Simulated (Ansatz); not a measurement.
# Si₂H₅O₂ radical: from a rough start to a minimum

What shape does Si₂H₅O₂ radical take? The plan is to relax it, check the end point by its vibrations and derive ideal-gas thermochemistry, and look at its orbitals and charge.

Method: UKS PBE0-D4/def2-TZVP; program: Ansatz 0.2.0, Gaussian basis.

Plan: relaxation at PBE-D4/def2-SVP; relaxation at PBE0-D4/def2-TZVP; harmonic vibrations at the same level; a single point in def2-TZVPP for the fields.

## (1) Where the work starts

SMILES `O[SiH2]O[SiH2]`, 9 atoms, charge 0, spin multiplicity 2.

Atoms are counted from 1 here; the program's logs count them from 0.

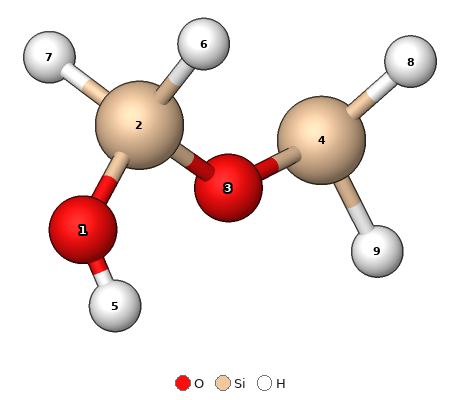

The starting geometry (oxygen red, silicon light orange, hydrogen white); atoms are numbered from 1 in the order of the file.

The start is a force-field geometry with small random shifts, so a cheaper pass at PBE-D4/def2-SVP comes first.

## (2) Geometry optimisation, PBE-D4/def2-SVP (cheap first pass)

in.yaml reads:

```yaml
crystal:
  periodic: [false, false, false]
  atoms:
    - {symbol: O, position_ang: [-1.788000, 1.143000, 0.912800]}
    - {symbol: Si, position_ang: [-0.378000, 1.067200, 0.137100]}
    - {symbol: O, position_ang: [-0.105400, -0.522400, -0.181500]}
    - {symbol: Si, position_ang: [1.145400, -1.436200, -0.934000]}
    - {symbol: H, position_ang: [-2.177600, 0.335900, 1.211400]}
    - {symbol: H, position_ang: [0.679400, 1.641600, 1.012000]}
    - {symbol: H, position_ang: [-0.395000, 1.821900, -1.132600]}
    - {symbol: H, position_ang: [2.416700, -1.239400, -0.263000]}
    - {symbol: H, position_ang: [0.691100, -2.857800, -0.779300]}
basis:
  gaussian: {orbitals: def2-SVP}
magnetization: {spin_polarized: true, initial_magnetization: 1}
hamiltonian: {xc: pbe, dispersion: d4}
relax: {f_tol: 0.03, max_steps: 200}
```

The run is started by

```
ansatz run in.yaml --threads 2 --pin off --events-out ev --progress --plain --max-ram 32768MiB --backend cpu
```

Output (excerpt; [...] marks lines left out):

```text
Functional definition: PBE
  name "PBE"
  cite "Perdew, Burke & Ernzerhof, Phys. Rev. Lett. 77, 3865 (1996) doi:10.1103/PhysRevLett.77.3865"
  parent pbe
[...]
968 factors; their error is unknown
[...]
mean field -19911.11892216 eV, -731.7201241482 hartree, gradient 1.8e-5 eV, S^2 0.751313; 0 other end points of the search recorded, 0 dependent functions left out
[...]
reference -19911.11895987 eV, -731.7201255342 hartree; 25, 24 occupied and 64, 65 virtual orbitals, 968 factors
relax step   1: F+E_penalty+E_count = -19911.30554287 eV  Δ(F+E_penalty+E_count) = +0.000e0 eV  max|allowed force component| = 1.765e0 eV/Å  Δτ_max = 0.0000 Å  (28 SCF iters, accepted)
[...]
relax step   3: F+E_penalty+E_count = -19911.48272883 eV  Δ(F+E_penalty+E_count) = -4.125e-2 eV  max|allowed force component| = 1.410e-1 eV/Å  Δτ_max = 0.0314 Å  (30 SCF iters, accepted)
[...]
relax step   5: F+E_penalty+E_count = -19911.49662313 eV  Δ(F+E_penalty+E_count) = -1.029e-2 eV  max|allowed force component| = 1.287e-1 eV/Å  Δτ_max = 0.0283 Å  (29 SCF iters, accepted)
[...]
relax step   7: F+E_penalty+E_count = -19911.51337297 eV  Δ(F+E_penalty+E_count) = -1.305e-2 eV  max|allowed force component| = 7.007e-1 eV/Å  Δτ_max = 0.2000 Å  (29 SCF iters, accepted)
[...]
relax step   9: F+E_penalty+E_count = -19911.53345381 eV  Δ(F+E_penalty+E_count) = +2.214e-4 eV  max|allowed force component| = 2.636e-1 eV/Å  Δτ_max = 0.0566 Å  (29 SCF iters, rejected (line search))
[...]
relax step  10: F+E_penalty+E_count = -19911.53651508 eV  Δ(F+E_penalty+E_count) = -2.840e-3 eV  max|allowed force component| = 2.830e-2 eV/Å  Δτ_max = 0.0276 Å  (30 SCF iters, accepted)
968 factors; their error is unknown
[...]
mean field -19911.35411232 eV, -731.7287672274 hartree, gradient 1.5e-5 eV, S^2 0.751256; 1 other end points of the search recorded, 0 dependent functions left out
[...]
reference -19911.35415105 eV, -731.7287686507 hartree; 25, 24 occupied and 64, 65 virtual orbitals, 968 factors
Total energy: -19911.53655381 eV, -731.7354718283 hartree
Atom 0 at    -2.003185     1.016473     0.616603 Å, force    -0.002388     0.010167    -0.028295 eV/Å
Atom 1 at    -0.402868     1.074671     0.145919 Å, force     0.010141    -0.001541     0.017132 eV/Å
Atom 2 at     0.179989    -0.462397    -0.155352 Å, force    -0.008661     0.005418     0.024361 eV/Å
Atom 3 at     1.161152    -1.527341    -0.993101 Å, force    -0.006891     0.012871    -0.026675 eV/Å
Atom 4 at    -2.170795     0.611402     1.484816 Å, force    -0.002081    -0.009976     0.011230 eV/Å
Atom 5 at     0.460500     1.665702     1.227395 Å, force     0.002010     0.005646    -0.002644 eV/Å
Atom 6 at    -0.386747     1.893846    -1.106019 Å, force    -0.001709    -0.013084    -0.000979 eV/Å
Atom 7 at     2.590870    -1.391550    -0.512010 Å, force     0.003050    -0.010738     0.000685 eV/Å
Atom 8 at     0.659683    -2.927005    -0.725352 Å, force     0.006529     0.001236     0.005184 eV/Å
Dipole moment:     0.051736    -0.056232     0.215591 e Å
```

Wall time 44 s (2 threads, shared host).

Step by step:

```
step  energy from step 1 (eV)  largest force component (eV/Å)
   1                   0.0000                          1.7647
   2                  -0.1359                          0.8856
   3                  -0.1772                          0.1410
   4                  -0.1808                          0.5639
   5                  -0.1911                          0.1287
   6                  -0.1948                          0.7966
   7                  -0.2078                          0.7007
   8                  -0.2281                          0.1106
   9                  -0.2279                          0.2636
  10                  -0.2310                          0.0283
```

Distances of close pairs at the start and the end, largest changes first:

```
  bond  before (Å)  after (Å)  change (Å)
Si4–H8       1.451      1.515      +0.064
O1–Si2       1.611      1.669      +0.058
O3–Si4       1.722      1.673      -0.049
 O1–H5       0.945      0.973      +0.028
Si2–O3       1.644      1.671      +0.027
Si2–H7       1.477      1.496      +0.019
Si2–H6       1.488      1.505      +0.017
Si4–H9       1.500      1.511      +0.010
```

## (3) Relaxation at PBE0-D4/def2-TZVP

in.yaml reads:

```yaml
crystal:
  periodic: [false, false, false]
  atoms:
    - {symbol: O, position_ang: [-2.003185, 1.016473, 0.616603]}
    - {symbol: Si, position_ang: [-0.402868, 1.074671, 0.145919]}
    - {symbol: O, position_ang: [0.179989, -0.462397, -0.155352]}
    - {symbol: Si, position_ang: [1.161152, -1.527341, -0.993101]}
    - {symbol: H, position_ang: [-2.170795, 0.611402, 1.484816]}
    - {symbol: H, position_ang: [0.460500, 1.665702, 1.227395]}
    - {symbol: H, position_ang: [-0.386747, 1.893846, -1.106019]}
    - {symbol: H, position_ang: [2.590870, -1.391550, -0.512010]}
    - {symbol: H, position_ang: [0.659683, -2.927005, -0.725352]}
basis:
  gaussian: {orbitals: def2-TZVP}
magnetization: {spin_polarized: true, initial_magnetization: 1}
hamiltonian: {xc: pbe0, dispersion: d4}
relax: {f_tol: 0.005, max_steps: 150}
```

Launched as before.

Output (excerpt; [...] marks lines left out):

```text
Functional definition: PBE0
  name "PBE0"
  cite "Adamo & Barone, J. Chem. Phys. 110, 6158 (1999) doi:10.1063/1.478522"
  cite "Perdew, Burke & Ernzerhof, Phys. Rev. Lett. 77, 3865 (1996) doi:10.1103/PhysRevLett.77.3865"
  parent pbe
[...]
1058 factors; their error is unknown
[...]
mean field -19924.00164326 eV, -732.1935554164 hartree, gradient 4.4e-5 eV, S^2 0.752088; 0 other end points of the search recorded, 0 dependent functions left out
[...]
reference -19924.00167815 eV, -732.1935566988 hartree; 25, 24 occupied and 141, 142 virtual orbitals, 1058 factors
relax step   1: F+E_penalty+E_count = -19924.15636690 eV  Δ(F+E_penalty+E_count) = +0.000e0 eV  max|allowed force component| = 8.828e-1 eV/Å  Δτ_max = 0.0000 Å  (29 SCF iters, accepted)
[...]
Total energy: -19924.26031440 eV, -732.2030614056 hartree
Atom 0 at    -1.831256     0.590516     0.462306 Å, force     0.000708     0.000600     0.001368 eV/Å
Atom 1 at    -0.320347     1.145258     0.158184 Å, force     0.000342     0.000721    -0.002996 eV/Å
Atom 2 at     0.745678    -0.065683    -0.098757 Å, force     0.001417     0.000223     0.000063 eV/Å
Atom 3 at     1.074140    -1.436346    -0.935675 Å, force    -0.001659    -0.000126     0.001309 eV/Å
Atom 4 at    -2.003076     0.175046     1.308170 Å, force    -0.000922    -0.000587     0.000347 eV/Å
Atom 5 at     0.207437     1.914563     1.310272 Å, force    -0.000495    -0.001481     0.000227 eV/Å
Atom 6 at    -0.447235     1.965952    -1.064404 Å, force     0.000016    -0.000381     0.000149 eV/Å
Atom 7 at     2.494547    -1.800960    -0.672342 Å, force     0.000748     0.000498     0.000166 eV/Å
Atom 8 at     0.168711    -2.534545    -0.484856 Å, force    -0.000156     0.000531    -0.000634 eV/Å
Dipole moment:    -0.018511    -0.077905     0.235984 e Å
```

Wall time 4.1 min (2 threads, shared host); peak memory 0.51 GiB.

Step by step: (the energy doesn't fall at every step)

```
step  energy from step 1 (eV)  largest force component (eV/Å)
   1                   0.0000                          0.8828
   2                  -0.0639                          0.5868
   3                  -0.0849                          0.0842
   4                  -0.0856                          0.0693
   5                  -0.0871                          0.1114
   6                  -0.0883                          0.0660
   7                  -0.0896                          0.2070
   8                  -0.0881                          0.0945
   9                  -0.0910                          0.0688
  10                  -0.0920                          0.0497
  11                  -0.0930                          0.2023
  12                  -0.0959                          0.1179
  13                  -0.0977                          0.1259
  14                  -0.0992                          0.0692
  15                  -0.1007                          0.0379
  16                  -0.1023                          0.0401
  17                  -0.1026                          0.0488
  18                  -0.1028                          0.0337
  19                  -0.1031                          0.0207
  20                  -0.1036                          0.0282
  21                  -0.1038                          0.0240
  22                  -0.1038                          0.0113
  23                  -0.1039                          0.0052
  24                  -0.1039                          0.0091
  25                  -0.1039                          0.0077
  26                  -0.1039                          0.0058
  27                  -0.1039                          0.0030
```

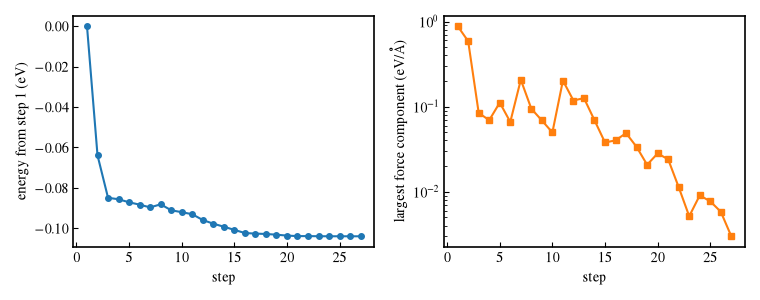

Energy and largest force along the relaxation.

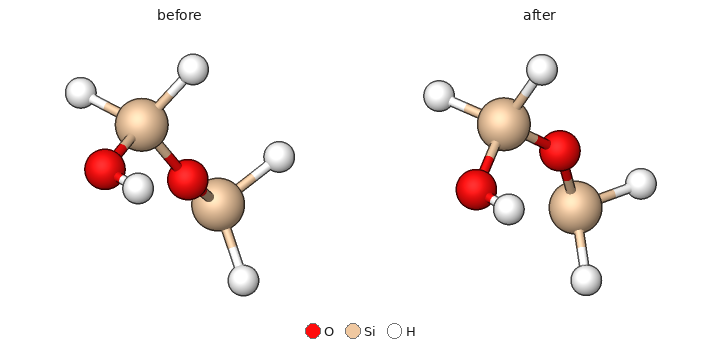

The geometry before (left) and after (right).

Distances of close pairs at the start and the end, largest changes first:

```
  bond  before (Å)  after (Å)  change (Å)
Si2–O3       1.671      1.634      -0.038
O3–Si4       1.673      1.639      -0.034
O1–Si2       1.669      1.638      -0.031
Si4–H8       1.515      1.490      -0.025
Si2–H6       1.505      1.482      -0.022
Si2–H7       1.496      1.478      -0.018
Si4–H9       1.511      1.493      -0.018
 O1–H5       0.973      0.958      -0.015
```

Mulliken charges at the end point, from the run's report:

```
atom  value (e)
  O1      -0.52
 Si2       0.48
  O3      -0.34
 Si4       0.19
  H5       0.33
  H6      -0.05
  H7      -0.04
  H8      -0.01
  H9      -0.02
```

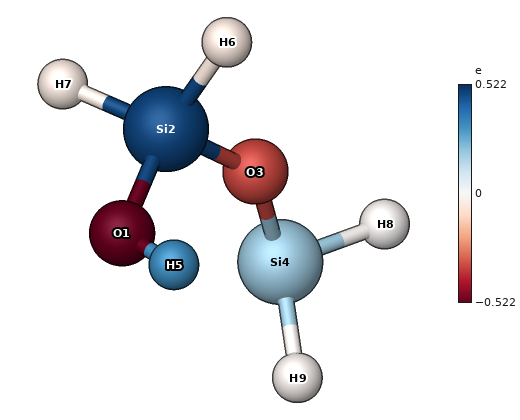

Mulliken charges at the end point, from the run's report, as colours on the atoms.

## (4) Harmonic vibrations

in.yaml reads:

```yaml
crystal:
  periodic: [false, false, false]
  atoms:
    - {symbol: O, position_ang: [-1.831256, 0.590516, 0.462306]}
    - {symbol: Si, position_ang: [-0.320347, 1.145258, 0.158184]}
    - {symbol: O, position_ang: [0.745678, -0.065683, -0.098757]}
    - {symbol: Si, position_ang: [1.074140, -1.436346, -0.935675]}
    - {symbol: H, position_ang: [-2.003076, 0.175046, 1.308170]}
    - {symbol: H, position_ang: [0.207437, 1.914563, 1.310272]}
    - {symbol: H, position_ang: [-0.447235, 1.965952, -1.064404]}
    - {symbol: H, position_ang: [2.494547, -1.800960, -0.672342]}
    - {symbol: H, position_ang: [0.168711, -2.534545, -0.484856]}
basis:
  gaussian: {orbitals: def2-TZVP}
magnetization: {spin_polarized: true, initial_magnetization: 1}
hamiltonian: {xc: pbe0, dispersion: d4}
phonons: {temperatures: {t_min: 298.15, t_max: 900, t_step: 200}}
```

Launched as before.

Output (excerpt; [...] marks lines left out):

```text
Functional definition: PBE0
  name "PBE0"
  cite "Adamo & Barone, J. Chem. Phys. 110, 6158 (1999) doi:10.1063/1.478522"
  cite "Perdew, Burke & Ernzerhof, Phys. Rev. Lett. 77, 3865 (1996) doi:10.1103/PhysRevLett.77.3865"
  parent pbe
[...]
1058 factors; their error is unknown
[...]
mean field -19924.09982663 eV, -732.1971635886 hartree, gradient 1.2e-5 eV, S^2 0.752061; 0 other end points of the search recorded, 0 dependent functions left out
[...]
reference -19924.09986114 eV, -732.1971648571 hartree; 25, 24 occupied and 141, 142 virtual orbitals, 1058 factors
[...]
1058 factors; their error is unknown
mean field -19924.09970397 eV, -732.1971590812 hartree, gradient 2.0e-6 eV, S^2 0.752061; 0 other end points of the search recorded, 0 dependent functions left out
[...]
reference -19924.09973848 eV, -732.1971603493 hartree; 25, 24 occupied and 141, 142 virtual orbitals, 1058 factors
[...]
Atom 1 at    -0.320347     1.145258     0.158184 Å, force     0.000341     0.000502    -0.003051 eV/Å
Atom 2 at     0.745678    -0.065683    -0.098757 Å, force     0.001371     0.000422     0.000150 eV/Å
Atom 3 at     1.074140    -1.436346    -0.935675 Å, force    -0.001683    -0.000141     0.001287 eV/Å
Atom 4 at    -2.003076     0.175046     1.308170 Å, force    -0.001012    -0.000574     0.000375 eV/Å
Atom 5 at     0.207437     1.914563     1.310272 Å, force    -0.000497    -0.001468     0.000223 eV/Å
Atom 6 at    -0.447235     1.965952    -1.064404 Å, force     0.000009    -0.000390     0.000140 eV/Å
Atom 7 at     2.494547    -1.800960    -0.672342 Å, force     0.000744     0.000491     0.000168 eV/Å
Atom 8 at     0.168711    -2.534545    -0.484856 Å, force    -0.000134     0.000493    -0.000677 eV/Å
Dipole moment:    -0.018507    -0.077905     0.235983 e Å
Vibrations: 43.67 60.84 93.75 246.48 338.47 594.53 642.76 717.13 764.66 790.19 848.18 904.84 920.48 955.90 974.14 1114.50 2164.91 2202.81 2240.10 2267.06 3927.05 cm⁻¹, zero-point energy 1.414192 eV
```

Wall time 5.6 min (2 threads, shared host); peak memory 0.51 GiB.

Motions are named by where the mode's potential energy lies. The modes, unscaled (a negative number is an imaginary wavenumber):

```
mode  cm⁻¹                  motion
   1    44                 torsion
   2    61                 torsion
   3    94                    bend
   4   246                 torsion
   5   338                    bend
   6   595            Si–O stretch
   7   643       bend with torsion
   8   717                    bend
   9   765                    bend
  10   790       bend with torsion
  11   848  bend with Si–O stretch
  12   905  bend with Si–O stretch
  13   920                    bend
  14   956  bend with Si–O stretch
  15   974       bend with torsion
  16  1115            Si–O stretch
  17  2165            Si–H stretch
  18  2203            Si–H stretch
  19  2240            Si–H stretch
  20  2267            Si–H stretch
  21  3927             O–H stretch
```

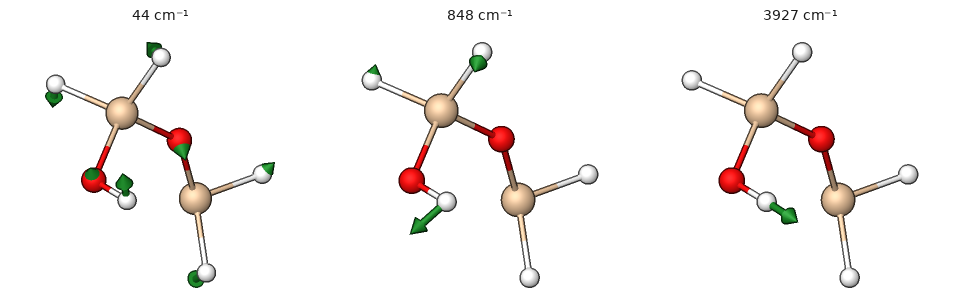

Displacements of 3 modes, as arrows.

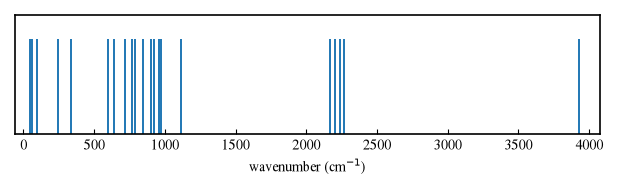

The harmonic wavenumbers as sticks (no intensities were computed).

Ideal gas, rigid rotor and harmonic oscillator at 298.15 K and 1 bar, with symmetry number 1:

```
                          term            value
             zero-point energy     136.4 kJ/mol
                    H(298) − E     157.2 kJ/mol
entropy, electronic degeneracy    5.8 J/(mol K)
          entropy, translation  165.4 J/(mol K)
             entropy, rotation  109.4 J/(mol K)
            entropy, vibration   76.8 J/(mol K)
                entropy, total  357.4 J/(mol K)
```

## (5) A single point for the fields

in.yaml, as its differences from that of step 4:

```diff
@@ -13,5 +13,5 @@
 basis:
-  gaussian: {orbitals: def2-TZVP}
+  gaussian: {orbitals: def2-TZVPP}
 magnetization: {spin_polarized: true, initial_magnetization: 1}
 hamiltonian: {xc: pbe0, dispersion: d4}
-phonons: {temperatures: {t_min: 298.15, t_max: 900, t_step: 200}}
+output: {orbitals: {seedname: orbitals}}
```

Same command.

Output:

```text
Functional definition: PBE0
  name "PBE0"
  cite "Adamo & Barone, J. Chem. Phys. 110, 6158 (1999) doi:10.1063/1.478522"
  cite "Perdew, Burke & Ernzerhof, Phys. Rev. Lett. 77, 3865 (1996) doi:10.1103/PhysRevLett.77.3865"
  parent pbe
  parameter a = 0.25
  parameter kappa = 0.804
  parameter beta = 0.06672455060314922
  exchange = (1 - a)*pbe_x(kappa = kappa, mu = beta*pi^2/3) + a*exact_x
  correlation = pbe_c(beta = beta)
1179 factors; their error is unknown
mean field evaluation 1: about -19916.2229 eV, gradient 5.0e1 eV
mean field evaluation 2: about -19899.2781 eV, gradient 8.4e1 eV
mean field evaluation 4: about -19924.0244 eV, gradient 5.6e0 eV
mean field evaluation 8: about -19924.1222 eV, gradient 3.6e-2 eV
mean field evaluation 16: about -19924.1646 eV, gradient 4.0e-5 eV
mean field -19924.16457423 eV, -732.1995430193 hartree, gradient 1.2e-5 eV, S^2 0.752143; 0 other end points of the search recorded, 0 dependent functions left out
reference -19924.16460851 eV, -732.1995442788 hartree; 25, 24 occupied and 191, 192 virtual orbitals, 1179 factors
Total energy: -19924.32507633 eV, -732.2054413624 hartree
```

Wall time 12 s (2 threads, shared host); peak memory 0.67 GiB.

Orbitals, density, ELF and potential are computed afterwards from the orbital file.

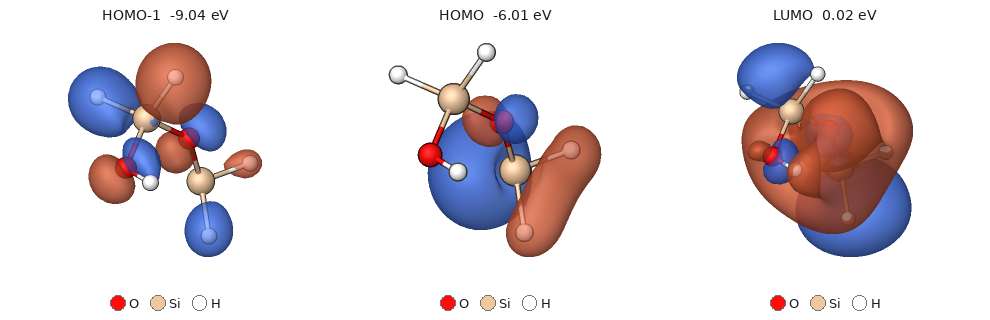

PBE0-D4/def2-TZVPP orbitals (alpha spin) near the gap, drawn at the value that encloses 70 % of each; the two colours are the two signs.

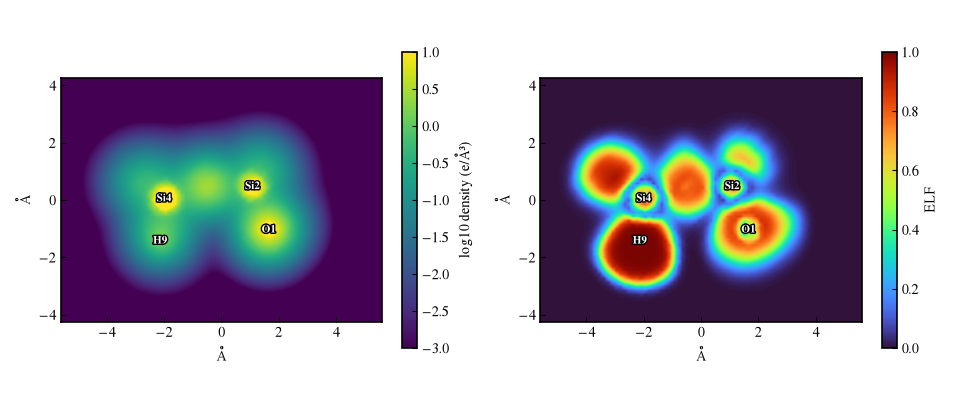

Density (left) and ELF (right) in a plane through or near 4 of the atoms.

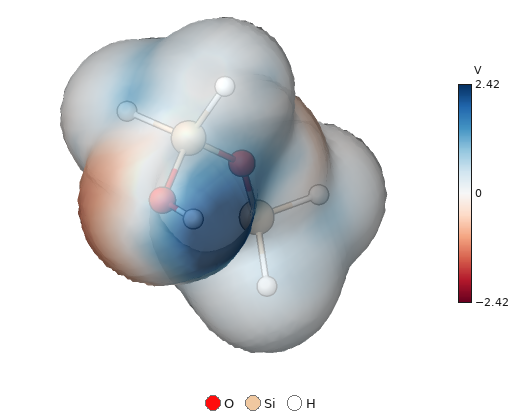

Electrostatic potential on the surface of density 0.002 e/bohr³; red is low, blue high. It runs, from the 1st to the 99th percentile, from -1.11 V near O1 to 2.42 V near H5.

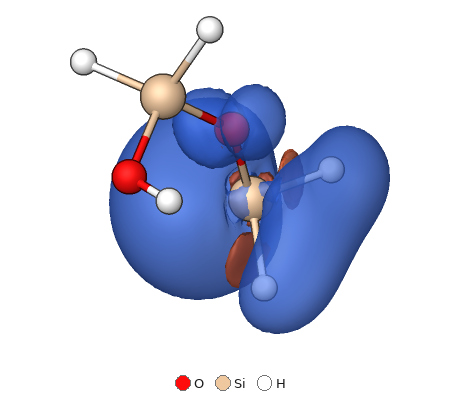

Spin density at ±0.01 e/Å³ (alpha excess blue, beta excess red).

## (6) What came out

| quantity | value |
| --- | --- |
| point group | C1 |
| steps | 10 + 27 |
| shift from the start (rms) | 0.566 Å |
| total energy | -19924.2603 eV |
| dispersion term | -160 meV |
| dipole moment | 1.20 D |
| lowest, highest wavenumber | 44, 3927 cm⁻¹ |
| zero-point energy | 136.4 kJ/mol |
| entropy at 298.15 K | 357.4 J/(mol K) |
| HOMO, LUMO (alpha spin) | -6.01, 0.02 eV |

What this shows: The atoms moved 0.57 Å (rms) from the start; the bond that changed most is O3–Si4, from 1.722 to 1.639 Å. All wavenumbers are real, so the end point is a minimum. The stiffest mode, 3927 cm⁻¹, is an O–H stretch, and 3 modes under 200 cm⁻¹ make the vibrational entropy uncertain. Harmonic hybrid wavenumbers usually lie a few per cent above measured fundamentals. The largest Mulliken charge, -0.52 e, sits on O1. The alpha HOMO lies mostly on Si4 62 %; H8, H9 about 12 % each and the LUMO on Si4 24 %; H8, H9 about 16 % each. The unpaired spin sits mainly on Si4 68 %; H8, H9 about 11 % each.
